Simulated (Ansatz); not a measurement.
A series of calculations on Si$_{3}$H$_{6}$

## 1. Relaxation

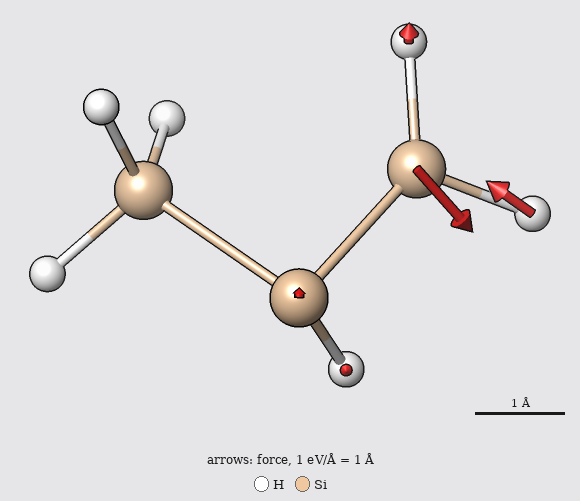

Starting geometry of Si₃H₆ (started from a transition state, displaced along its imaginary mode) with the computed forces as red arrows. A ball-and-stick model, seen face on.

Computed with RKS PBE0-D4/def2-TZVP (Ansatz).

Input file:
```yaml
crystal:
  periodic: [false, false, false]
  atoms:
    - {symbol: H, position_ang: [-1.115178, -1.131434, -1.400805]}
    - {symbol: Si, position_ang: [-1.091757, -0.760437, 0.992199]}
    - {symbol: Si, position_ang: [-1.230189, 0.316951, -0.931052]}
    - {symbol: Si, position_ang: [1.026165, 0.913120, -0.558280]}
    - {symbol: H, position_ang: [-0.369091, -0.539365, 2.267086]}
    - {symbol: H, position_ang: [-1.799348, -2.117979, 1.113246]}
    - {symbol: H, position_ang: [1.712789, 0.989720, -1.873375]}
    - {symbol: H, position_ang: [1.868795, 0.060780, 0.327642]}
    - {symbol: H, position_ang: [0.997915, 2.268643, 0.063338]}
basis:
  gaussian: {orbitals: def2-TZVP}
hamiltonian: {xc: pbe0, dispersion: d4}
relax: {f_tol: 0.005, max_steps: 200}
```

Launched with:
```bash
ansatz run in.yaml --threads 2 --pin off --events-out ev --progress --plain --max-ram 4352MiB
```

Q: Is this structure relaxed? If not, where do the atoms go?

A: It isn't relaxed: the largest force vector, on Si2, is 1.06 eV/Å. The final displacements have little in common with the starting forces (cosine between the two patterns 0.07). After 26 accepted moves (28 points after the start) the energy has fallen by 47.3 kJ/mol. The largest force component goes from 0.9 to 0.004 eV/Å. The line search rejected the trial steps at points 10, 19 of the run. The atom that moves furthest after the best rigid fit is H8 (1.51 Å). By element the largest moves are H 1.51 Å, Si 1.20 Å. Near-neighbour distances that change, for instance: Si2–Si3 2.209 → 2.137 Å, Si2–H6 1.536 → 1.481 Å, Si3–Si4 2.363 → 2.313 Å, H1–Si3 1.527 → 1.483 Å. Among the angles between lasting bonds that change: H1–Si3–Si2 78.5° → 119.0°, Si2–Si3–Si4 85.7° → 119.0°, H1–Si3–Si4 102.5° → 120.7°. The run took 84 s on 2 threads of Arm Neoverse V1 (shared host).

## 2. Relaxation

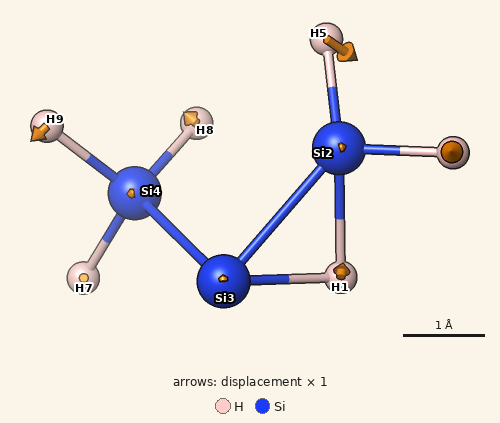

A relaxation of Si3H6 (started from a transition state, displaced along its imaginary mode). The starting structure is drawn; orange arrows show the displacements, at their true length. The two geometries are superimposed by the best rigid fit.

A ball-and-stick model, seen at a tilt.

The calculation used RKS PBE0-D4/def2-TZVP in Ansatz.

The input:
```yaml
crystal:
  periodic: [false, false, false]
  atoms:
    - {symbol: H, position_ang: [-0.937578, -1.258166, -0.841880]}
    - {symbol: Si, position_ang: [-1.156898, -0.771647, 0.794750]}
    - {symbol: Si, position_ang: [-1.298847, 0.386588, -1.072326]}
    - {symbol: Si, position_ang: [0.981040, 0.930477, -0.542504]}
    - {symbol: H, position_ang: [-0.170300, -0.663945, 1.959546]}
    - {symbol: H, position_ang: [-1.926638, -1.971318, 1.102633]}
    - {symbol: H, position_ang: [1.734619, 1.059893, -1.827978]}
    - {symbol: H, position_ang: [1.800190, 0.021253, 0.316737]}
    - {symbol: H, position_ang: [0.974514, 2.266865, 0.111022]}
basis:
  gaussian: {orbitals: def2-TZVP}
hamiltonian: {xc: pbe0, dispersion: d4}
relax: {f_tol: 0.005, max_steps: 200}
```

Launched with:
```bash
ansatz run in.yaml --threads 2 --pin off --events-out ev --progress --plain --max-ram 4352MiB
```

What did the optimiser do to the structure, and how much energy did it gain?

The largest move after the best rigid fit is that of H5, 0.59 Å. Largest moves by element: H 0.59 Å, Si 0.11 Å. Some distances before and after: H1–Si3 1.700 → 1.798 Å, H1–Si2 1.721 → 1.636 Å, Si2–H5 1.530 → 1.491 Å, Si2–H6 1.458 → 1.490 Å. Among the angles between lasting bonds that change: H1–Si2–H5 131.4° → 107.6°, H1–Si2–H6 92.0° → 103.1°, Si2–Si3–Si4 82.6° → 88.7°. After 11 accepted moves (13 points after the start) the energy has fallen by 4.84 kcal/mol. The largest force component goes from 0.61 to 0.0034 eV/Å. The line search rejected the trial steps at points 3, 12 of the run.

## 3. Reaction

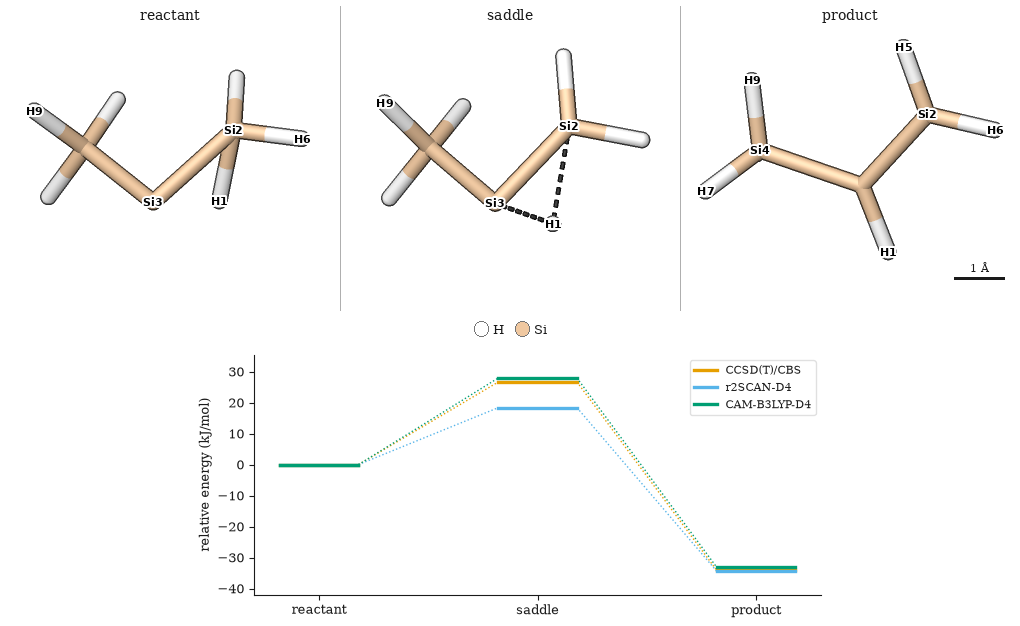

A reaction step of Si3H6, with its energy diagram. Style: stick. Shown at a tilt. Dashed sticks mark bonds that form or break.

Stationary points at PBE0-D4/def2-TZVP, single-point energies with CCSD(T)/CBS, r2SCAN-D4, CAM-B3LYP-D4 (def2-TZVPP where no basis is named; Ansatz 0.2.0). The energies are electronic, without zero-point or thermal terms, and both ends are the minima reached downhill from the saddle, with any fragments still in contact. CCSD(T)/CBS stands for a frozen-core estimate: MP2 correlation extrapolated from def2-TZVPP and def2-QZVPP, CCSD(T) minus MP2 from the smaller set.

**Describe the step and its energetics.**

From the reactant over the saddle to the product, a bond forms: H–Si (1.80 → 1.57 → 1.48 Å). A bond breaks: H–Si (1.64 → 2.06 → 3.14 Å). The saddle has one imaginary mode, 472i cm⁻¹. With CCSD(T)/CBS the barrier is 26.7 kJ/mol from the reactant and 60.8 kJ/mol from the product, and the product lies 34.2 kJ/mol below the reactant.

```csv
level,barrier from the reactant (kJ/mol),barrier from the product (kJ/mol),the product less the reactant (kJ/mol)
CCSD(T)/CBS,26.7,60.8,−34.2
r2SCAN-D4,18.4,52.8,−34.4
CAM-B3LYP-D4,28.0,61.1,−33.2
```

Against CCSD(T)/CBS, CAM-B3LYP-D4 comes closest on the barrier from the reactant (+1.3 kJ/mol) and r2SCAN-D4 misses most (−8.3 kJ/mol).

## 4. Path

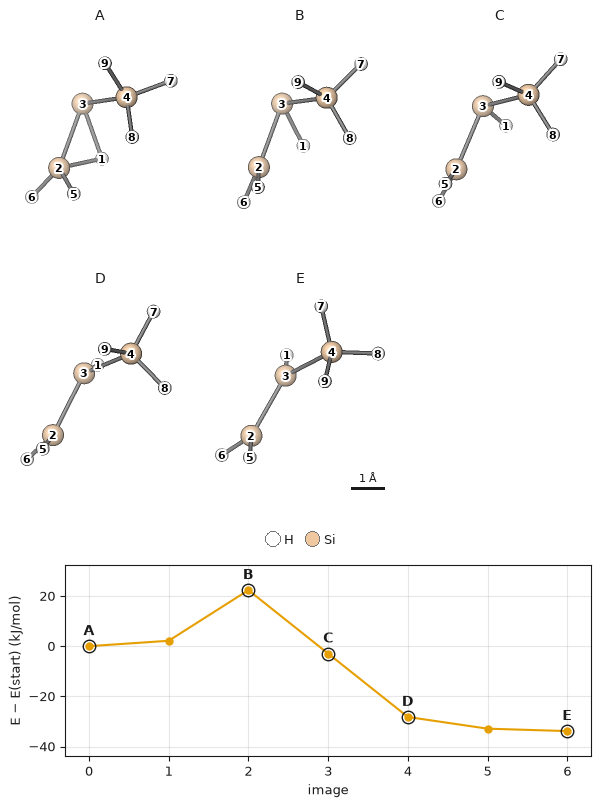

A search for the minimum-energy path of Si$_{3}$H$_{6}$ by the nudged elastic band. Images are numbered from 0 (start) to 6 (end). Frames A to E are images 0, 2, 3, 4, 6. Style: ball-and-stick. Shown from a free direction.

All numbers below come from RKS PBE0-D4/def2-SVP (Ansatz 0.2.0). Settings: 5 movable images; climbing image.

Read off the barrier and say what moves.

The energy climbs by 22.4 kJ/mol to image 2 and then falls by 56.2 kJ/mol, so the end point sits at −33.9 kJ/mol. No bond forms or breaks between the ends. Among the angles between lasting bonds that change up to the highest image: H1–Si3–Si2 46.4° → 63.6°, H1–Si3–Si4 88.3° → 98.9°. The band converged in 8 iterations. The largest component of the band force went from 1.6 to 0.029 eV/Å. The climbing image converged on the top of the path. Its curvatures weren't checked. The largest force component is 0.14 eV/Å at the start and 0.14 eV/Å at the end; an end with forces this large is no minimum, and the barrier measured from it can be far off.
